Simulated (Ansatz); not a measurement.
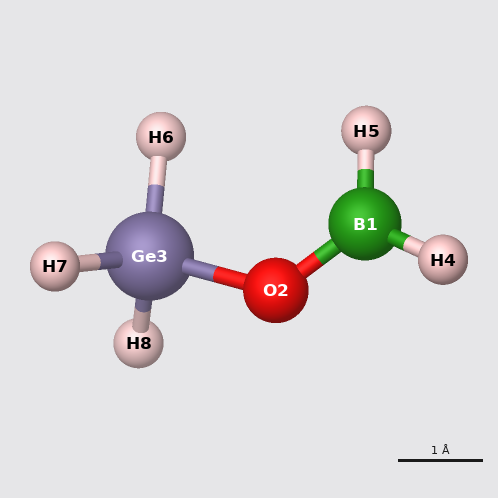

The atoms are numbered. The computed structure is the end point of a PBE0-D4/def2-TZVP optimisation. No frequency run is at hand to confirm it as a minimum.

What are the angles O2–B1–H4, O2–B1–H5, H4–B1–H5, B1–O2–Ge3, O2–Ge3–H6, O2–Ge3–H7, H6–Ge3–H7, H7–Ge3–H8?

```
    angle  degrees
 O2–B1–H4    117.8
 O2–B1–H5    120.9
 H4–B1–H5    121.3
B1–O2–Ge3    126.3
O2–Ge3–H6    108.2
O2–Ge3–H7    105.9
H6–Ge3–H7    112.3
H7–Ge3–H8    111.6
```
